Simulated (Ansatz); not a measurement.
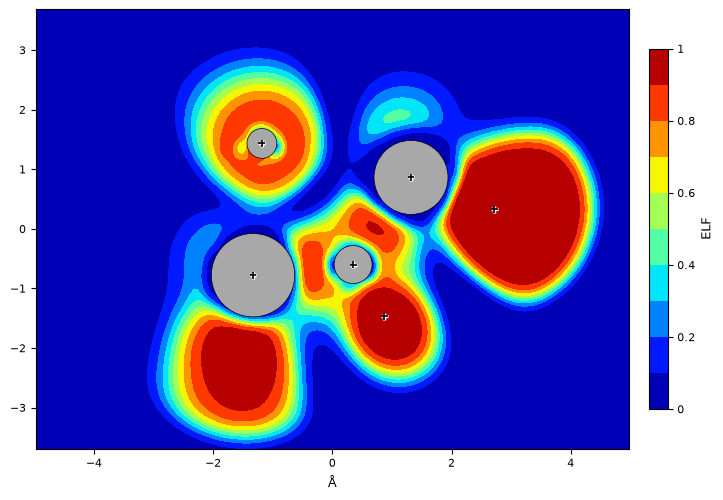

The ELF on a plane through atoms (crosses mark nuclei in the plane; grey discs cover the cores).

Theory: Ansatz 0.2.0, UKS PBE0-D4/def2-TZVPP.

Candidates:
A. ClH$_{9}$N$_{2}$Si$_{3}$···F (doublet)
B. H$_{12}$N$_{3}$OSi$_{3}$ (doublet)

Which candidate gave the map?

Answer. Candidate A: ClH$_{9}$N$_{2}$Si$_{3}$···F on the plane of atoms N4, Si5 and H16, which holds Si, N, F and H. Si–N (1.70 Å): the ELF peaks at about 0.90 between the atoms: a shared but strongly polarised pair. N–H (1.01 Å): the ELF climbs to about 1 towards the hydrogen, as it does in any bond to H: an ordinary covalent bond to hydrogen.
